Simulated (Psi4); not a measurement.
**PBE/aug-cc-pVDZ run of BH2SeF (SMILES FB[SeH])**

What is the vertical ionisation energy of BH2SeF at PBE/aug-cc-pVDZ? 

The results are computed with Psi4 1.11.

## (1) Starting point

The species is BH2SeF (5 atoms), meant as a singlet with charge 0. SMILES: `FB[SeH]`. The shape is that of a PBE0-D4/def2-TZVP optimisation. This is one conformer, not always the lowest.

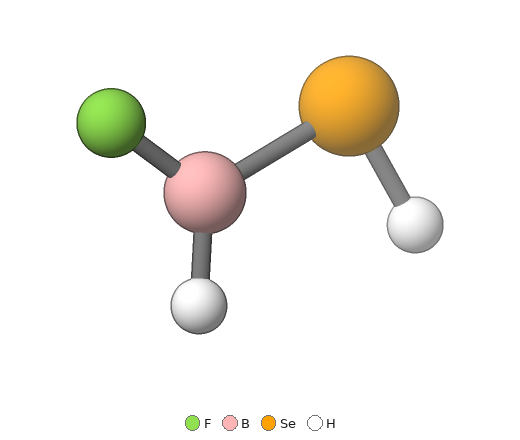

The structure, seen from a chosen angle (fluorine green, boron pink, selenium orange, hydrogen white).

## (2) Energy and gradient at PBE/aug-cc-pVDZ

Input file input.json:

```json
{
  "schema_name": "qcschema_input",
  "schema_version": 1,
  "molecule": {
    "schema_name": "qcschema_molecule",
    "schema_version": 2,
    "symbols": ["F", "B", "Se", "H", "H"],
    "geometry": [-0.5402727, -3.07496235, 1.55770124, -0.524399, -1.00571224, 0.16440617, 2.08285613, 1.47398638, 0.80540127, -2.09173785, -0.71677312, -1.43146754, 1.16785075, 3.18418852, -1.17427581],
    "molecular_charge": 0,
    "molecular_multiplicity": 1,
    "fix_symmetry": "c1",
    "fix_com": true,
    "fix_orientation": true
  },
  "driver": "gradient",
  "model": {
    "method": "pbe",
    "basis": "aug-cc-pVDZ"
  },
  "keywords": {
    "puream": true,
    "e_convergence": 1e-09,
    "d_convergence": 1e-08,
    "scf_type": "pk",
    "dft_radial_points": 99,
    "dft_spherical_points": 590
  }
}
```

Started as:

```bash
psi4 --qcschema input.json -n 1 --memory 1600MB
```

stdout:

```text
[...]
  Running in c1 symmetry.
[...]
  Nuclear repulsion =  147.962724050100149
[...]
  Multiplicity = 1
[...]
  Nalpha       = 25
  Nbeta        = 25
[...]
    Number of basis functions: 100
[...]
   @RKS iter   1: -2526.57611920239788   -2.14943e+00   1.06018e-02 DIIS/ADIIS
[...]
   @RKS iter  12: -2527.00232732270933    1.36424e-12   1.69458e-09 DIIS
[...]
    Orbital Energies [Eh]
    ---------------------
    Doubly Occupied:
       1A   -452.142839     2A    -57.459060     3A    -51.609172
       4A    -51.607620     5A    -51.606834     6A    -24.306995
       7A     -7.578275     8A     -6.594924     9A     -5.569135
      10A     -5.563760    11A     -5.560258    12A     -2.003993
      13A     -2.002789    14A     -1.999727    15A     -1.995728
      16A     -1.995706    17A     -1.134932    18A     -0.669868
      19A     -0.508712    20A     -0.434169    21A     -0.415990
      22A     -0.394038    23A     -0.353805    24A     -0.278771
      25A     -0.245715
[...]
  @RKS Final Energy: -2527.00232732270933
   => Energetics <=
    Nuclear Repulsion Energy =            147.9627240501001495
    One-Electron Energy =               -3810.4896814057233314
    Two-Electron Energy =                1237.3923700484558594
    DFT Exchange-Correlation Energy =    -101.8677400155416848
    Empirical Dispersion Energy =           0.0000000000000000
    VV10 Nonlocal Energy =                  0.0000000000000000
    Total Energy =                      -2527.0023273227093341
[...]
 Multipole Moments:
 ------------------------------------------------------------------------------------
     Multipole            Electronic (a.u.)      Nuclear  (a.u.)        Total (a.u.)
 ------------------------------------------------------------------------------------
 L = 1.  Multiply by 2.5417464519 to convert [e a0] to [Debye]
 Dipole X            :        -62.4442966           62.4087720           -0.0355245
 Dipole Y            :        -19.5108821           19.8797300            0.3688479
 Dipole Z            :        -39.9018112           39.6192418           -0.2825694
 Magnitude           :                                                    0.4660002
[...]
  -Total Gradient:
     Atom            X                  Y                   Z
    ------   -----------------  -----------------  -----------------
       1       -0.000335849836     0.022512548952    -0.015611536251
       2       -0.000324837835    -0.018389103653     0.012219371165
       3       -0.007122795748     0.001523321000    -0.007396452761
       4        0.004873192237    -0.000806259312     0.004897080002
       5        0.002924332165    -0.004827904906     0.005895488813
[...]
```

The result, in JSON:

```text
{
 "driver": "gradient",
 "model": {
  "method": "pbe",
  "basis": "aug-cc-pVDZ"
 },
 "success": true,
 "return_result": [-0.00033584983568553384, 0.02251254895154514, -0.015611536250707603, -0.0003248378349086697, -0.01838910365253702, 0.012219371164712101, -0.007122795748019162, 0.0015233209995611854, -0.0073964527607244535, 0.004873192237290269, -0.000806259312020538, 0.004897080002044724, 0.0029243321653922016, -0.004827904905742669, 0.0058954888134047645],
 "properties": {
  "calcinfo_nbasis": 100,
  "calcinfo_nmo": 100,
  "calcinfo_nalpha": 25,
  "calcinfo_nbeta": 25,
  "calcinfo_natom": 5,
  "nuclear_repulsion_energy": 147.96272405010015,
  "return_energy": -2527.0023273227093,
  "return_gradient": [-0.00033584983568553384, 0.02251254895154514, -0.015611536250707603, -0.0003248378349086697, -0.01838910365253702, 0.012219371164712101, -0.007122795748019162, 0.0015233209995611854, -0.0073964527607244535, 0.004873192237290269, -0.000806259312020538, 0.004897080002044724, 0.0029243321653922016, -0.004827904905742669, 0.0058954888134047645],
  "scf_one_electron_energy": -3810.4896814057233,
  "scf_two_electron_energy": 1237.3923700484559,
  "scf_xc_energy": -101.86774001554168,
  "scf_dipole_moment": [-0.03552453896686103, 0.3688478788955152, -0.28256937646487756],
  "scf_total_energy": -2527.0023273227093,
  "scf_total_gradient": [-0.00033584983568553384, 0.02251254895154514, -0.015611536250707603, -0.0003248378349086697, -0.01838910365253702, 0.012219371164712101, -0.007122795748019162, 0.0015233209995611854, -0.0073964527607244535, 0.004873192237290269, -0.000806259312020538, 0.004897080002044724, 0.0029243321653922016, -0.004827904905742669, 0.0058954888134047645],
  "scf_iterations": 12
 }
}
```

Wall time 2.4 min (1 thread of AMD EPYC, shared host); peak memory 0.98 GiB.

## (3) The doublet cation: the energy at UPBE/aug-cc-pVDZ

Input file bfh2se.dat:

```
memory 1.6 GB

molecule mol {
  1 2
  F     -0.285900    -1.627200     0.824300
  B     -0.277500    -0.532200     0.087000
  Se     1.102200     0.780000     0.426200
  H     -1.106900    -0.379300    -0.757500
  H      0.618000     1.685000    -0.621400
  symmetry c1
}

set {
  reference uks
  puream true
  e_convergence 1e-09
  d_convergence 1e-08
  scf_type pk
  dft_radial_points 99
  dft_spherical_points 590
  maxiter 200
}

e, wfn = energy("pbe/aug-cc-pVDZ", return_wfn=True)
oeprop(wfn, "LOWDIN_CHARGES", "MULLIKEN_CHARGES", "WIBERG_LOWDIN_INDICES", title="PBE")
print_variables()
```

Started as:

```bash
psi4 -i bfh2se.dat -o bfh2se.out -n 1
```

bfh2se.out, shortened:

```text
[...]
  Running in c1 symmetry.
[...]
  Nuclear repulsion =  147.962723906407064
[...]
  Multiplicity = 2
[...]
  Nalpha       = 25
  Nbeta        = 24
[...]
    Number of basis functions: 100
[...]
   @UKS iter   1: -2526.35924327284920   -1.93255e+00   9.29659e-03 ADIIS/DIIS
[...]
   @UKS iter  13: -2526.62764405467397   -8.64020e-12   5.13072e-09 DIIS
[...]
   @S^2 Observed:                7.523540173E-01
[...]
  @UKS Final Energy: -2526.62764405467397
   => Energetics <=
    Nuclear Repulsion Energy =            147.9627239064070636
    One-Electron Energy =               -3795.9782533828483793
    Two-Electron Energy =                1222.9702522279096684
    DFT Exchange-Correlation Energy =    -101.5823668061426872
    Empirical Dispersion Energy =           0.0000000000000000
    VV10 Nonlocal Energy =                  0.0000000000000000
    Total Energy =                      -2526.6276440546739650
[...]
 Multipole Moments:
 ------------------------------------------------------------------------------------
     Multipole            Electronic (a.u.)      Nuclear  (a.u.)        Total (a.u.)
 ------------------------------------------------------------------------------------
 L = 1.  Multiply by 2.5417464519 to convert [e a0] to [Debye]
 Dipole X            :          4.2484372           -4.3618521           -0.1134149
 Dipole Y            :          3.5483887           -2.8070104            0.7413783
 Dipole Z            :          1.3791801           -1.9845942           -0.6054141
 Magnitude           :                                                    0.9638625
[...]
  Mulliken Charges: (a.u.)
   Center  Symbol    Alpha    Beta     Spin     Total
       1     F     4.60071  4.55355  0.04716 -0.15426
       2     B     2.52434  2.60474 -0.08040 -0.12908
       3    SE    17.40866 16.25973  1.14893  0.33161
       4     H     0.16228  0.15810  0.00419  0.67962
       5     H     0.30401  0.42389 -0.11988  0.27211
   Total alpha = 25.00000, Total beta = 24.00000, Total charge =  1.00000
  Lowdin Charges: (a.u.)
   Center  Symbol    Alpha    Beta     Spin     Total
       1     F     4.47119  4.43070  0.04049  0.09811
[...]
```

It took 1.9 min on 1 thread of AMD EPYC, shared host; peak memory 0.98 GiB.

## (4) Outcome

Level: PBE/aug-cc-pVDZ.

| quantity | value |
| --- | --- |
| singlet BH2SeF: total energy | -2527.00233 Eh |
| singlet BH2SeF: dipole moment | 1.18 D |
| singlet BH2SeF: HOMO energy | -6.69 eV |
| singlet BH2SeF: LUMO energy | -1.86 eV |
| singlet BH2SeF: HOMO–LUMO gap | 4.82 eV |
| singlet BH2SeF: largest force on an atom | 1.409 eV/Å |
| doublet cation: total energy | -2526.62764 Eh |
| doublet cation: HOMO energy (highest over α and β) | -14.15 eV |
| doublet cation: LUMO energy (lowest over α and β) | -13.71 eV |
| doublet cation: ⟨S²⟩ | 0.752 |
| vertical ionisation energy (to the doublet cation) | 10.196 eV |

The vertical ionisation energy comes to 10.20 eV (984 kJ/mol). The largest force (singlet BH2SeF) is 1.41 eV/Å: the shape isn't a stationary point for this species at this level. −ε(HOMO) before ionisation, 6.69 eV, is 3.51 eV below this ionisation energy.
